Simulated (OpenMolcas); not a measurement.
## A ladder of methods for CH4OSi (SMILES CO[SiH])

The species is CH4OSi (7 atoms), meant as a singlet with charge 0. SMILES: `CO[SiH]`. The shape is that of a PBE0-D4/def2-TZVP optimisation. This is one conformer, not always the lowest.

```xyz
7

C    -0.5124    0.4855   -0.3385
O    -0.4432   -0.4465    0.7176
Si    0.7969   -1.3873    1.2299
H    -1.2964    0.1808   -1.0355
H     0.4438    0.5475   -0.8687
H    -0.7693    1.4675    0.0654
H     1.8417   -0.9156    0.1841
```

Each level gives the dipole moment (D). The values are calculated.

```
             level           kind     program  value (D)
    HF/aug-cc-pVDZ   Hartree–Fock  OpenMolcas       1.75
 SVWN5/aug-cc-pVDZ            LDA  OpenMolcas       1.76
  BLYP/aug-cc-pVDZ            GGA  OpenMolcas       1.63
revPBE/aug-cc-pVDZ            GGA  OpenMolcas       1.72
 M06-L/aug-cc-pVDZ       meta-GGA  OpenMolcas       1.70
r2SCAN/aug-cc-pVDZ       meta-GGA  OpenMolcas       1.80
 BHLYP/aug-cc-pVDZ  global hybrid  OpenMolcas       1.63
  PBE0/aug-cc-pVDZ  global hybrid  OpenMolcas       1.71
```

The values span 1.63 to 1.80 D. Magnitudes only.

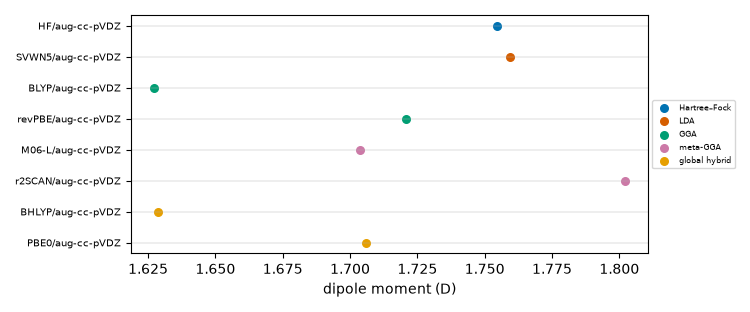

The values of the table, level by level.
